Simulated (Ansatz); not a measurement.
CH2FNOSi (SMILES O[Si]1(F)C=N1)

The calculation's input:

```
crystal:
  periodic: [false, false, false]
  atoms:
    - {symbol: O, position_ang: [-0.687106, -0.282924, 1.605121]}
    - {symbol: Si, position_ang: [0.334047, -0.267159, 0.351459]}
    - {symbol: F, position_ang: [1.556845, -1.141489, 0.821076]}
    - {symbol: C, position_ang: [0.020465, 0.127805, -1.317462]}
    - {symbol: N, position_ang: [0.589806, 1.109448, -0.670436]}
    - {symbol: H, position_ang: [-1.478537, 0.254107, 1.534029]}
    - {symbol: H, position_ang: [-0.274219, 0.132213, -2.369485]}
basis:
  gaussian: {orbitals: def2-TZVPP}
hamiltonian: {xc: pbe0, dispersion: d4}
output: {orbitals: {seedname: orbitals}}
```

Launched as:

```sh
ansatz run in.yaml --threads 2 --pin off --events-out ev --progress --plain --max-ram 4352MiB
```

Geometry: PBE0-D4/def2-TZVP.

Computed with Ansatz 0.2.0, RKS PBE0-D4/def2-TZVPP.

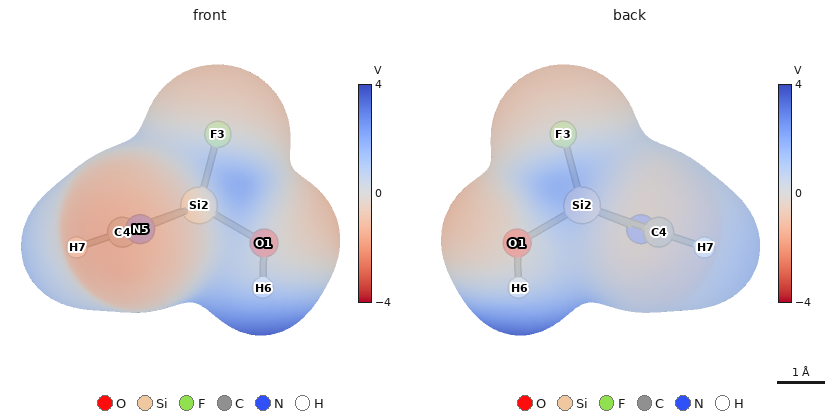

Figure 1. The electrostatic potential painted on the density surface at 0.002 e/bohr³, seen from the front and from behind; the colour scale runs from red (negative) to blue (positive).

Where is the surface potential most negative and most positive?

Answer. The most negative region (about −1.7 V) lies over N5, the most positive (about +3.3 V) over H6. N5 is the likeliest acceptor of a hydrogen bond.

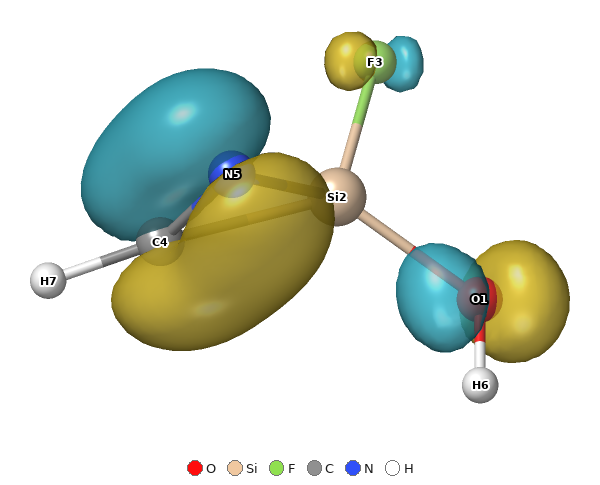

Figure 2. The HOMO−1 at ±0.2 Å⁻³ᐟ² (yellow and cyan are the two phases), seen at a tilt.

Where does this orbital lie, and at what energy?

Answer. It lies mainly on N5 (about 40 %), C4 (about 30 %) and O1 (about 15 %). Its energy is −10.21 eV.

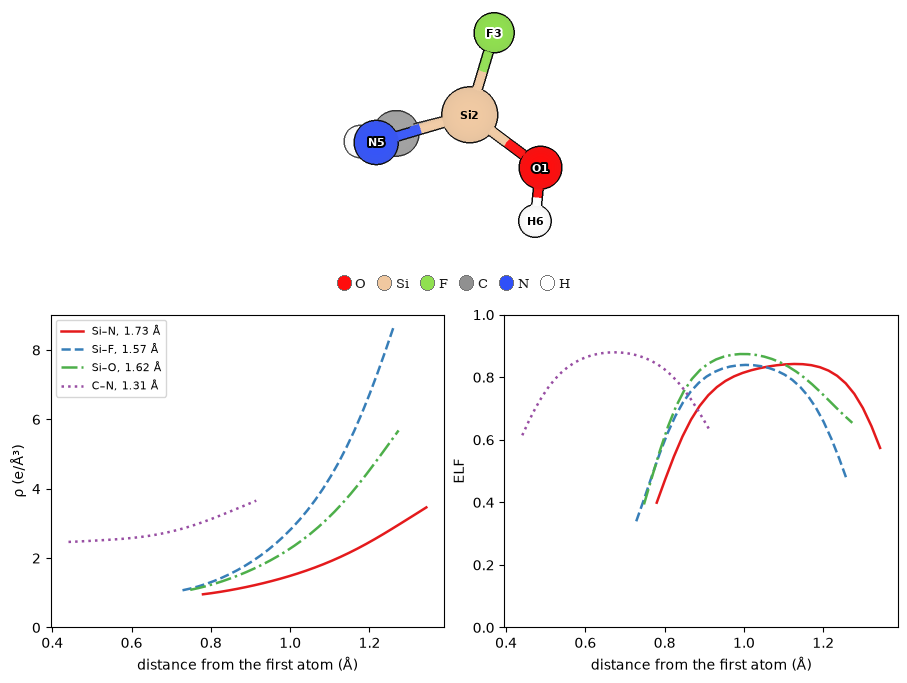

Figure 3. Total electron density and electron localisation function along straight lines between neighbouring atoms. The curves leave out the atomic cores. The structure is drawn too.

What can be read from the curves?

Answer. Si–N (1.73 Å): ρ at the midpoint is about 1.1 e/Å³; the ELF peaks at about 0.85 between the atoms (a polar covalent bond).
Si–F (1.57 Å): ρ at the midpoint is about 1.3 e/Å³; the ELF peaks at about 0.85 in the valence shell of F, 0.6 Å from its nucleus, and is about 0.55 at the midpoint.
Si–O (1.62 Å): ρ at the midpoint is about 1.3 e/Å³; the ELF peaks at about 0.85 between the atoms (a polar covalent bond).
C–N (1.31 Å): ρ is about 2.7 e/Å³ halfway; the ELF peaks at about 0.90 between the atoms: a covalent bond.

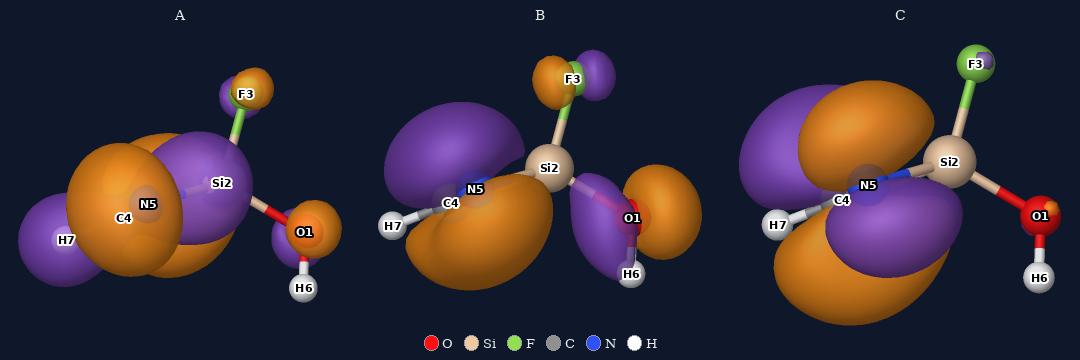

Figure 4. Three frontier orbitals at ±0.1 Å⁻³ᐟ² (orange and purple are the two phases), in no order.

Order the three orbitals by energy and name them.

Answer. B is the HOMO−1 (−10.21 eV). By Hirshfeld shares it lies mainly on N5 (about 40 %), C4 (about 30 %) and O1 (about 15 %). A is the HOMO (−6.85 eV). Its weight (Hirshfeld) is mainly on N5 (about 45 %), C4 (about 25 %) and Si2 (about 20 %). C is the LUMO (−1.16 eV). By Hirshfeld shares it lies mainly on C4 (about 40 %) and N5 (about 40 %); π-antibonding (π*) across C4–N5.

What is the HOMO–LUMO gap?

Answer. 5.69 eV between the orbital energies.
